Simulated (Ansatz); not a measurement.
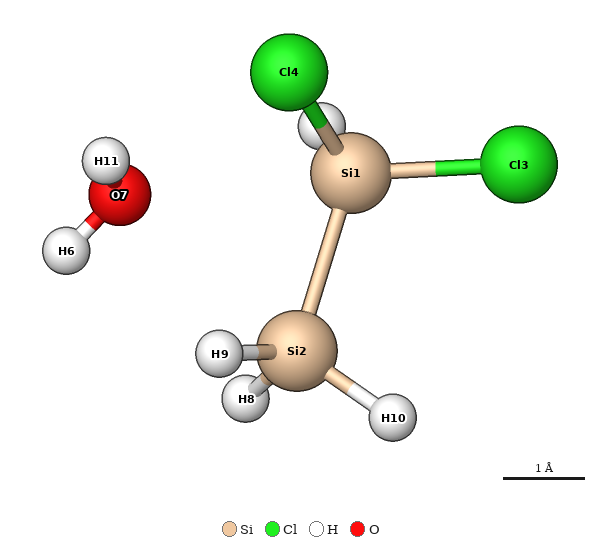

The input geometry (ball-and-stick view, seen on its broad side; atoms are numbered from 1 in the order of the input).

**Nudged elastic band, with input and output: Si$_{2}$H$_{6}$Cl$_{2}$O (part 1 of 2)**

The run: nudged elastic band of Si$_{2}$H$_{6}$Cl$_{2}$O. Method and program: RKS B3LYP-D4/def2-SVP (Ansatz 0.2.0).

It belongs to a series of runs on one base structure; here: band between the two ends. Figures and captions count atoms from 1; the log counts them from 0 in places.

The input
```yaml
crystal:
  periodic: [false, false, false]
  atoms:
    - { symbol: Si, position_ang: [-0.552168, 0.833449, -0.942213] }
    - { symbol: Si, position_ang: [1.039401, -0.832387, -0.4954] }
    - { symbol: Cl, position_ang: [-0.267727, 1.53265, -2.889346] }
    - { symbol: Cl, position_ang: [-0.212043, 2.458021, 0.344336] }
    - { symbol: H, position_ang: [-1.98024, 0.457867, -0.841871] }
    - { symbol: H, position_ang: [-0.683064, -1.053683, 2.217575] }
    - { symbol: O, position_ang: [-0.961036, -0.288683, 1.697153] }
    - { symbol: H, position_ang: [0.363155, -2.145136, -0.272648] }
    - { symbol: H, position_ang: [1.845563, -0.46954, 0.706874] }
    - { symbol: H, position_ang: [1.966435, -0.968181, -1.659633] }
    - { symbol: H, position_ang: [-0.558479, 0.475723, 2.135272] }
basis:
  gaussian: { orbitals: def2-SVP }
hamiltonian:
  xc: b3lyp
  dispersion: d4
neb:
  order_check: false
  images: 7
  f_tol: 0.03
  max_iterations: 49
  final_atoms:
    - { symbol: Si, position_ang: [-1.50765385, 1.37314925, -0.35929969] }
    - { symbol: Si, position_ang: [1.64962792, -1.33533876, 0.12610102] }
    - { symbol: Cl, position_ang: [-1.144911, 0.03068606, -1.89783912] }
    - { symbol: Cl, position_ang: [0.18722617, 2.53818636, -0.1492939] }
    - { symbol: H, position_ang: [-2.66055423, 2.22143956, -0.70109137] }
    - { symbol: H, position_ang: [0.54318806, -0.88041171, 1.02203871] }
    - { symbol: O, position_ang: [-1.86509517, 0.57895343, 1.03227626] }
    - { symbol: H, position_ang: [1.17178736, -2.49903429, -0.66942805] }
    - { symbol: H, position_ang: [2.79341655, -1.74981979, 0.98792248] }
    - { symbol: H, position_ang: [2.05627672, -0.2162719, -0.76153479] }
    - { symbol: H, position_ang: [-1.22351153, -0.06143821, 1.37024747] }
  initial_path:
    images:
      - { positions_ang: [[-0.552168, 0.833449, -0.942213], [1.039401, -0.832387, -0.4954], [-0.267727, 1.53265, -2.889346], [-0.212043, 2.458021, 0.344336], [-1.98024, 0.457867, -0.841871], [-0.683064, -1.053683, 2.217575], [-0.961036, -0.288683, 1.697153], [0.363155, -2.145136, -0.272648], [1.845563, -0.46954, 0.706874], [1.966435, -0.968181, -1.659633], [-0.558479, 0.475723, 2.135272]] }
      - { positions_ang: [[-0.60858557, 0.81785537, -0.83162352], [1.05674543, -0.87457654, -0.45195988], [-0.32799506, 1.39976895, -2.81245568], [-0.17753091, 2.47771032, 0.31708308], [-2.04300952, 0.53656998, -0.76709251], [-0.50997419, -0.93177515, 1.9470117], [-0.98731214, -0.20614121, 1.62768086], [0.423947, -2.19218999, -0.3707112], [1.86204924, -0.64570799, 0.75995338], [1.99886065, -0.87981522, -1.57525342], [-0.68739793, 0.49840148, 2.15746618]] }
      - { positions_ang: [[-0.66500314, 0.80226174, -0.72103404], [1.07408987, -0.91676609, -0.40851975], [-0.38826312, 1.26688791, -2.73556537], [-0.14301881, 2.49739963, 0.28983017], [-2.10577905, 0.61527297, -0.69231403], [-0.33688438, -0.8098673, 1.67644839], [-1.01358828, -0.12359942, 1.55820873], [0.48473899, -2.23924399, -0.46877439], [1.87853548, -0.82187597, 0.81303276], [2.03128631, -0.79144945, -1.49087384], [-0.81631686, 0.52107996, 2.17966037]] }
      - { positions_ang: [[-0.72142071, 0.78666811, -0.61044456], [1.0914343, -0.95895563, -0.36507963], [-0.44853118, 1.13400686, -2.65867505], [-0.10850672, 2.51708895, 0.26257725], [-2.16854857, 0.69397595, -0.61753554], [-0.16379457, -0.68795944, 1.40588509], [-1.03986442, -0.04105762, 1.48873659], [0.54553099, -2.28629798, -0.56683759], [1.89502171, -0.99804396, 0.86611215], [2.06371196, -0.70308367, -1.40649426], [-0.9452358, 0.54375845, 2.20185455]] }
      - { positions_ang: [[-0.77783827, 0.77107448, -0.49985508], [1.10877873, -1.00114518, -0.3216395], [-0.50879924, 1.00112581, -2.58178473], [-0.07399463, 2.53677827, 0.23532433], [-2.23131809, 0.77267893, -0.54275705], [0.00929524, -0.56605159, 1.13532179], [-1.06614056, 0.04148417, 1.41926445], [0.60632299, -2.33335198, -0.66490079], [1.91150795, -1.17421195, 0.91919153], [2.09613761, -0.6147179, -1.32211468], [-1.07415473, 0.56643693, 2.22404874]] }
      - { positions_ang: [[-0.96029217, 0.92159318, -0.46471623], [1.24399103, -1.08469358, -0.20970437], [-0.66782718, 0.75851587, -2.41079833], [-0.00868943, 2.53713029, 0.13916978], [-2.33862713, 1.13486909, -0.58234063], [0.14276844, -0.64464162, 1.10700102], [-1.26587922, 0.17585149, 1.3225174], [0.74768908, -2.37477256, -0.6660326], [2.1319851, -1.31811391, 0.93637427], [2.08617239, -0.5151064, -1.18196971], [-1.11149393, 0.40946814, 2.01059842]] }
      - { positions_ang: [[-1.14274606, 1.07211187, -0.42957738], [1.37920333, -1.16824197, -0.09776924], [-0.82685512, 0.51590594, -2.23981193], [0.05661577, 2.53748231, 0.04301522], [-2.44593616, 1.49705924, -0.62192421], [0.27624165, -0.72323165, 1.07868025], [-1.46561787, 0.3102188, 1.22577035], [0.88905517, -2.41619314, -0.66716442], [2.35246225, -1.46201587, 0.953557], [2.07620717, -0.4154949, -1.04182474], [-1.14883313, 0.25249936, 1.7971481]] }
      - { positions_ang: [[-1.32519995, 1.22263056, -0.39443854], [1.51441562, -1.25179037, 0.01416589], [-0.98588306, 0.273296, -2.06882552], [0.12192097, 2.53783434, -0.05313934], [-2.5532452, 1.8592494, -0.66150779], [0.40971486, -0.80182168, 1.05035948], [-1.66535652, 0.44458612, 1.12902331], [1.03042126, -2.45761372, -0.66829624], [2.5729394, -1.60591783, 0.97073974], [2.06624194, -0.3158834, -0.90167976], [-1.18617233, 0.09553057, 1.58369778]] }
      - { positions_ang: [[-1.50765385, 1.37314925, -0.35929969], [1.64962792, -1.33533876, 0.12610102], [-1.144911, 0.03068606, -1.89783912], [0.18722617, 2.53818636, -0.1492939], [-2.66055423, 2.22143956, -0.70109137], [0.54318806, -0.88041171, 1.02203871], [-1.86509517, 0.57895343, 1.03227626], [1.17178736, -2.49903429, -0.66942805], [2.79341655, -1.74981979, 0.98792248], [2.05627672, -0.2162719, -0.76153479], [-1.22351153, -0.06143821, 1.37024747]] }
```

Machine: 2 threads of Intel Xeon (Granite Rapids), 16 GiB of memory available, shared host.

Launch command:
```bash
ansatz run input.yaml --threads 2 --pin off --max-ram 3072MiB --backend cpu --events-out ev --progress --plain --runs-dir out
```

Output
```
Engine: ansatz 0.2.0, x86_64-unknown-linux-gnu
Functional definition: B3LYP
  parameter a0 = 0.2
  parameter ax = 0.72
  parameter ac = 0.81
  exchange = (1 - a0 - ax)*slater_x + ax*b88_x + a0*exact_x
  correlation = (1 - ac)*vwn_rpa_c + ac*lyp_c
1172 factors; integrals over basis functions are off by at most 2.4e-4 eV
mean field evaluation 1: about -42931.2377 eV, gradient 4.7e1 eV
mean field evaluation 2: about -42925.5031 eV, gradient 7.3e1 eV
mean field evaluation 4: about -42935.3021 eV, gradient 1.7e0 eV
mean field evaluation 8: about -42935.3092 eV, gradient 1.0e-1 eV
mean field evaluation 16: about -42935.3092 eV, gradient 1.1e-5 eV
mean field -42935.30921439 eV, -1577.8435110310 hartree, gradient 1.1e-5 eV, S^2 0.000000; 0 other end points of the search recorded, 0 dependent functions left out
the calculation of the forces begins
reference -42935.30949158 eV, -1577.8435212177 hartree; 38, 38 occupied and 78, 78 virtual orbitals, 1172 factors
1171 factors; integrals over basis functions are off by at most 8.2e-4 eV
mean field -42936.31952503 eV, -1577.8806392621 hartree, gradient 5.4e-5 eV, S^2 0.000000; 0 other end points of the search recorded, 0 dependent functions left out
[... from here on the field's lines of each further geometry are left out, up to the last ...]
NEB iter   1: max|band force component| = 5.034e1 eV/Å  barrier→ = 7.6641 eV  barrier← = 8.6428 eV  Δτ_max = 0.2000 Å  (222 SCF iters)
NEB iter   2: max|band force component| = 3.183e0 eV/Å  barrier→ = 1.9302 eV  barrier← = 2.9089 eV  Δτ_max = 0.2000 Å  (198 SCF iters)
NEB iter   3: max|band force component| = 2.258e0 eV/Å  barrier→ = 1.8078 eV  barrier← = 2.7864 eV  Δτ_max = 0.2000 Å  (188 SCF iters)
NEB iter   4: max|band force component| = 8.111e-1 eV/Å  barrier→ = 1.9060 eV  barrier← = 2.8847 eV  Δτ_max = 0.2000 Å  (185 SCF iters)
NEB iter   5: max|band force component| = 1.982e0 eV/Å  barrier→ = 1.5917 eV  barrier← = 2.5704 eV  Δτ_max = 0.1007 Å  (181 SCF iters)
NEB iter   6: max|band force component| = 6.762e-1 eV/Å  barrier→ = 1.3521 eV  barrier← = 2.3307 eV  Δτ_max = 0.1208 Å  (179 SCF iters)
NEB iter   7: max|band force component| = 5.499e-1 eV/Å  barrier→ = 1.3345 eV  barrier← = 2.3131 eV  Δτ_max = 0.0621 Å  (167 SCF iters)
NEB iter   8: max|band force component| = 1.659e0 eV/Å  barrier→ = 1.2932 eV  barrier← = 2.2719 eV  CI = image 5  Δτ_max = 0.1991 Å  (163 SCF iters)
NEB iter   9: max|band force component| = 1.059e0 eV/Å  barrier→ = 1.3681 eV  barrier← = 2.3468 eV  CI = image 4  Δτ_max = 0.2000 Å  (169 SCF iters)
NEB iter  10: max|band force component| = 8.667e-1 eV/Å  barrier→ = 1.8417 eV  barrier← = 2.8203 eV  CI = image 4  Δτ_max = 0.1012 Å  (177 SCF iters)
NEB iter  11: max|band force component| = 5.771e-1 eV/Å  barrier→ = 2.0342 eV  barrier← = 3.0129 eV  CI = image 4  Δτ_max = 0.1007 Å  (169 SCF iters)
NEB iter  12: max|band force component| = 4.879e-1 eV/Å  barrier→ = 2.0383 eV  barrier← = 3.0170 eV  CI = image 4  Δτ_max = 0.1001 Å  (167 SCF iters)
NEB iter  13: max|band force component| = 3.820e-1 eV/Å  barrier→ = 2.0071 eV  barrier← = 2.9857 eV  CI = image 4  Δτ_max = 0.1777 Å  (170 SCF iters)
NEB iter  14: max|band force component| = 3.457e-1 eV/Å  barrier→ = 2.0006 eV  barrier← = 2.9793 eV  CI = image 4  Δτ_max = 0.0568 Å  (176 SCF iters)
NEB iter  15: max|band force component| = 3.257e-1 eV/Å  barrier→ = 1.9866 eV  barrier← = 2.9652 eV  CI = image 4  Δτ_max = 0.0893 Å  (163 SCF iters)
NEB iter  16: max|band force component| = 2.608e-1 eV/Å  barrier→ = 1.9796 eV  barrier← = 2.9583 eV  CI = image 4  Δτ_max = 0.0899 Å  (163 SCF iters)
NEB iter  17: max|band force component| = 3.375e-1 eV/Å  barrier→ = 1.9670 eV  barrier← = 2.9456 eV  CI = image 4  Δτ_max = 0.0447 Å  (161 SCF iters)
NEB iter  18: max|band force component| = 3.118e-1 eV/Å  barrier→ = 1.9630 eV  barrier← = 2.9417 eV  CI = image 4  Δτ_max = 0.0446 Å  (165 SCF iters)
NEB iter  19: max|band force component| = 2.251e-1 eV/Å  barrier→ = 1.9588 eV  barrier← = 2.9374 eV  CI = image 4  Δτ_max = 0.0446 Å  (163 SCF iters)
NEB iter  20: max|band force component| = 2.150e-1 eV/Å  barrier→ = 1.9549 eV  barrier← = 2.9336 eV  CI = image 4  Δτ_max = 0.0446 Å  (162 SCF iters)
NEB iter  21: max|band force component| = 1.730e-1 eV/Å  barrier→ = 1.9513 eV  barrier← = 2.9299 eV  CI = image 4  Δτ_max = 0.0445 Å  (164 SCF iters)
NEB iter  22: max|band force component| = 1.272e-1 eV/Å  barrier→ = 1.9483 eV  barrier← = 2.9270 eV  CI = image 4  Δτ_max = 0.0893 Å  (164 SCF iters)
NEB iter  23: max|band force component| = 9.970e-2 eV/Å  barrier→ = 1.9462 eV  barrier← = 2.9249 eV  CI = image 4  Δτ_max = 0.0576 Å  (163 SCF iters)
NEB iter  24: max|band force component| = 6.975e-2 eV/Å  barrier→ = 1.9452 eV  barrier← = 2.9238 eV  CI = image 4  Δτ_max = 0.0591 Å  (164 SCF iters)
NEB iter  25: max|band force component| = 7.796e-2 eV/Å  barrier→ = 1.9437 eV  barrier← = 2.9224 eV  CI = image 4  Δτ_max = 0.0295 Å  (165 SCF iters)
NEB iter  26: max|band force component| = 7.424e-2 eV/Å  barrier→ = 1.9428 eV  barrier← = 2.9214 eV  CI = image 4  Δτ_max = 0.0295 Å  (162 SCF iters)
NEB iter  27: max|band force component| = 5.883e-2 eV/Å  barrier→ = 1.9421 eV  barrier← = 2.9208 eV  CI = image 4  Δτ_max = 0.0295 Å  (160 SCF iters)
NEB iter  28: max|band force component| = 4.096e-2 eV/Å  barrier→ = 1.9417 eV  barrier← = 2.9204 eV  CI = image 4  Δτ_max = 0.0258 Å  (157 SCF iters)
NEB iter  29: max|band force component| = 3.057e-2 eV/Å  barrier→ = 1.9415 eV  barrier← = 2.9202 eV  CI = image 4  Δτ_max = 0.0295 Å  (155 SCF iters)
NEB iter  30: max|band force component| = 3.302e-2 eV/Å  barrier→ = 1.9413 eV  barrier← = 2.9200 eV  CI = image 4  Δτ_max = 0.0295 Å  (157 SCF iters)
the calculation of the forces begins
reference -42936.28759126 eV, -1577.8794657179 hartree; 38, 38 occupied and 78, 78 virtual orbitals, 1173 factors
1172 factors; integrals over basis functions are off by at most 5.9e-4 eV
mean field -42933.33167265 eV, -1577.7708377124 hartree, gradient 1.1e-5 eV, S^2 0.000000; 1 other end points of the search recorded, 0 dependent functions left out
the calculation of the forces begins
reference -42933.33195402 eV, -1577.7708480525 hartree; 38, 38 occupied and 78, 78 virtual orbitals, 1172 factors
NEB iter  31: max|band force component| = 2.806e-2 eV/Å  barrier→ = 1.9412 eV  barrier← = 2.9199 eV  CI = image 4  Δτ_max = 0.0000 Å  (328 SCF iters)
```
